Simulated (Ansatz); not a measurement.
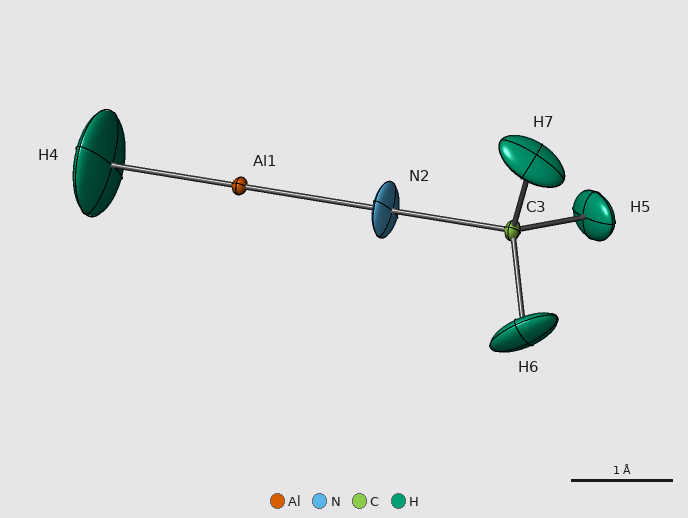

Displacement ellipsoids at the 50 % level, from the internal vibrations of the free molecule (harmonic, no overall translation or rotation; no half-axis is drawn under 0.075 Å). Vibrations computed with RKS PBE0-D4/def2-TZVP (Ansatz 0.2.0). Temperature: 600 K.

> Which atom has the largest mean-square displacement?

H4, with U_eq = 0.0831 Å².

> Does H4 move more along its bond or across it?

Across it: the root-mean-square amplitude is 0.093 Å along the bond and up to 0.347 Å across, since bending and torsion are softer than stretching.

Give the displacement parameters, one line for each set of equivalent atoms.

```tsv
atom	U_eq (Å²)	rms amplitudes (Å)
Al1	0.0025	0.022, 0.059, 0.059
N2	0.0228	0.026, 0.184, 0.184
C3	0.0036	0.039, 0.068, 0.068
H4	0.0831	0.093, 0.347, 0.347
H5, H6, H7	0.0296	0.082, 0.157, 0.240
```
